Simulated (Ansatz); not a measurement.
# CCSDT(Q)/B/3-21G (sfX2C, density fitting with def2-universal-jkfit, cc-pVTZ-rifit for correlation) run of GaH2Cl (SMILES [Cl][GaH2])

Aim: the vertical singlet–triplet gap of GaH2Cl at CCSDT(Q)/B/3-21G (sfX2C, density fitting with def2-universal-jkfit, cc-pVTZ-rifit for correlation), from 2 runs. 

Program for the calculation: Ansatz 0.2.0.

6 further runs of the same task are left out: 3 that didn't finish, 3 set aside as unsound or not needed.

**1. The molecule**

GaH2Cl: 4 atoms, total charge 0, spin state singlet. As SMILES, `[Cl][GaH2]`. The shape comes from a force field and isn't a relaxed structure.

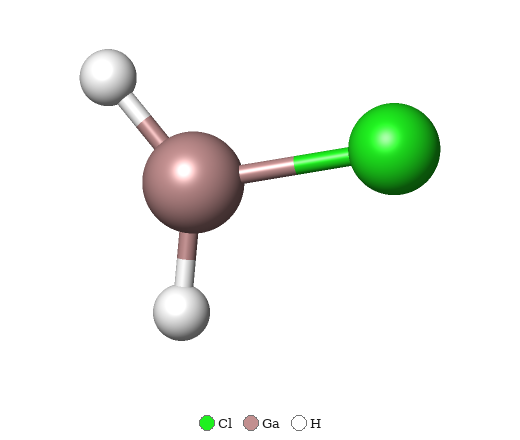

The structure, seen from a chosen angle (chlorine green, gallium pink, hydrogen white).

**2. A single-point energy at CCSDT(Q)/B/3-21G (sfX2C, density fitting with def2-universal-jkfit, cc-pVTZ-rifit for correlation)**

Input file run.yaml:

```yaml
crystal:
  periodic: [false, false, false]
  atoms:
    - {symbol: Cl, position_ang: [-1.693100, 0.409500, -0.784700]}
    - {symbol: Ga, position_ang: [0.270200, -0.045500, 0.098400]}
    - {symbol: H, position_ang: [0.484000, -1.394300, -0.130100]}
    - {symbol: H, position_ang: [0.994500, 0.970100, 0.796100]}
basis:
  gaussian:
    orbitals: 3-21G-spherical.json
    fitting:
      mean_field: def2-universal-jkfit
      correlation: cc-pVTZ-rifit
hamiltonian:
  pseudopotentials:
    relativity: scalar
correlation:
  method: ccsdt_q_b
accuracy: high
output:
  orbitals: {seedname: orbitals}
```

The basis set 3-21G is read from a file made from the Basis Set Exchange's data (not shown).

Command:

```
$ ansatz run run.yaml --threads 1 --pin off --max-ram 2610MiB --events-out events.jsonl --progress --plain --runs-dir runs
```

Output, cut to the lines that bear on the results:

```text
Warning: RAYON_NUM_THREADS=1 ignored (pool sized by the plan → 1); use --threads N
Functional definition: HF
  name "HF"
[...]
430 factors; integrals over basis functions are off by at most 7.3e-2 eV
348 factors; integrals over basis functions are off by at most 1.4e2 eV
[...]
mean field -64987.64487338 eV, -2388.2518988890 hartree, gradient 4.7e-9 eV, S^2 0.000000; 0 other end points of the search recorded, 0 dependent functions left out
14 core orbitals not correlated: weight in the atoms' cores, before any rotation towards them, 1.000 or more for the frozen orbitals, at most 0.000 for the correlated occupied ones
reference -64987.64487338 eV, -2388.2518988890 hartree; 11, 11 occupied and 14, 14 virtual orbitals, 348 factors
second order -2.22152030 eV of doubles, -0.00000000 eV of singles
cycle   1  -2.53152602 eV  change   -3.1e-1 eV  update   5.9e-2
[...]
cycle  20  -2.74111190 eV  change   1.1e-10 eV  update   1.1e-9
perturbative correction -0.00157245 eV, -0.0000577866 hartree
Total energy: -64990.38755774 eV, -2388.3526906800 hartree
Relativity: scalar
```

It took 3.6 s on 1 thread of AMD EPYC 9R45 (Zen 5), shared host.

**3. The triplet, same level**

run.yaml: that of step 2 with these lines changed.

```diff
@@ -13,2 +13,5 @@
       correlation: cc-pVTZ-rifit
+magnetization:
+  spin_polarized: true
+  initial_magnetization: 2
 hamiltonian:
```

The basis set 3-21G is read from a file made from the Basis Set Exchange's data (not shown).

Command:

```
$ ansatz run run.yaml --threads 1 --pin off --max-ram 2610MiB --events-out events.jsonl --progress --plain --runs-dir runs
```

Output, cut to the lines that bear on the results:

```text
Warning: RAYON_NUM_THREADS=1 ignored (pool sized by the plan → 1); use --threads N
[... 2 set-up lines as earlier in the session ...]
[...]
430 factors; integrals over basis functions are off by at most 7.3e-2 eV
348 factors; integrals over basis functions are off by at most 1.4e2 eV
[...]
mean field -64982.37393916 eV, -2388.0581956292 hartree, gradient 1.5e-8 eV, S^2 2.008470; 17 other end points of the search recorded, 0 dependent functions left out
determinant -64982.37393916 eV, -2388.0581956292 hartree, with singles and doubles -64985.01233378 eV, -2388.1551548431 hartree
determinant -64982.15975590 eV, -2388.0503245394 hartree, with singles and doubles -64984.45572765 eV, -2388.1346999450 hartree
determinant -64981.40137302 eV, -2388.0224544826 hartree, with singles and doubles -64983.98846366 eV, -2388.1175283101 hartree
determinant -64980.67523043 eV, -2387.9957692346 hartree, with singles and doubles -64983.20365865 eV, -2388.0886872578 hartree
determinant -64980.36253883 eV, -2387.9842780305 hartree, with singles and doubles -64982.72900315 eV, -2388.0712439901 hartree
determinant -64979.66251124 eV, -2387.9585524909 hartree, with singles and doubles -64982.18818094 eV, -2388.0513691405 hartree
14 core orbitals not correlated: weight in the atoms' cores, before any rotation towards them, 1.000 or more for the frozen orbitals, at most 0.000 for the correlated occupied ones
reference -64982.37393916 eV, -2388.0581956292 hartree; 12, 10 occupied and 13, 15 virtual orbitals, 348 factors
second order -1.88224471 eV of doubles, -0.00000000 eV of singles
cycle   1  -2.25328504 eV  change   -3.7e-1 eV  update   7.2e-2
[...]
cycle  49  -2.74020080 eV  change    1.2e-9 eV  update   2.4e-9
perturbative correction -0.00471428 eV, -0.0001732467 hartree
Total energy: -64985.11885425 eV, -2388.1590693979 hartree
Relativity: scalar
```

It took 24 s on 1 thread of AMD EPYC 9R45 (Zen 5), shared host; peak memory 0.75 GiB.

**4. Summary of results**

At CCSDT(Q)/B/3-21G (sfX2C, density fitting with def2-universal-jkfit, cc-pVTZ-rifit for correlation), 14 core orbitals frozen:

| quantity | value |
| --- | --- |
| singlet: total energy | -2388.35269 Eh |
| singlet: HOMO energy (Hartree–Fock orbitals) | -11.50 eV |
| singlet: LUMO energy (Hartree–Fock orbitals) | 0.71 eV |
| singlet: HOMO–LUMO gap (Hartree–Fock orbitals) | 12.20 eV |
| singlet: correlation energy (14 core orbitals frozen) | -100.8 mEh |
| singlet: T1 diagnostic | 0.009 |
| triplet: total energy | -2388.15907 Eh |
| triplet: HOMO energy (Hartree–Fock orbitals) (highest over α and β) | -5.26 eV |
| triplet: LUMO energy (Hartree–Fock orbitals) (lowest over α and β) | -3.61 eV |
| triplet: correlation energy (14 core orbitals frozen) | -100.9 mEh |
| triplet: ⟨S²⟩ of the reference determinant | 2.008 |
| triplet: T1 diagnostic | 0.062 |
| vertical energy of the triplet above the singlet | 5.269 eV |

At this shape the triplet lies 5.27 eV (508 kJ/mol) above the singlet. The basis (singlet) was contracted for non-relativistic atoms, which limits what the relativistic Hamiltonian can do in the core. The T1 diagnostic (triplet) of 0.062 is above the customary mark for such species, so a single reference may not serve. The basis (triplet) was contracted for non-relativistic atoms, which limits what the relativistic Hamiltonian can do in the core.
